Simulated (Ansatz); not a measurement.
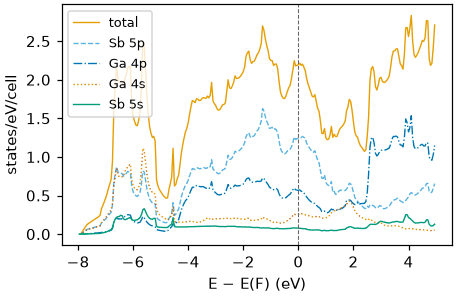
Total and projected density of states of GaSb (NiAs type, P6_3/mmc), PBEsol in the plane-wave PAW code Ansatz

Which orbitals carry the states next to the Fermi level?

Within 0.5 eV of the Fermi level: Sb 5p 58 %, Ga 4p 25 %, Ga 4s 11 %. Projections are on Löwdin-orthogonalised atomic valence shells; empty p or d shells of many metals are not among them.

Where is the tallest occupied peak in this window, and what makes it?

Near -1.3 eV, about 2.7 states/eV per cell; the largest projected share is Sb 5p.

The start of the workflow was typed in or built on a structure type; neither database checked (COD, Materials Project) lists it. It is not the phase usual at ambient conditions (space group No. 216). The PBEsol relaxation kept the symmetry of its start; its stability against distortions is not shown here. Spin–orbit coupling is left out wherever it is not named.

Potentials: the earlier of the program's two PAW sets. The files were generated under PBE; for other functionals the program regenerates the frozen cores, and for LDA and PBEsol the local potential too.
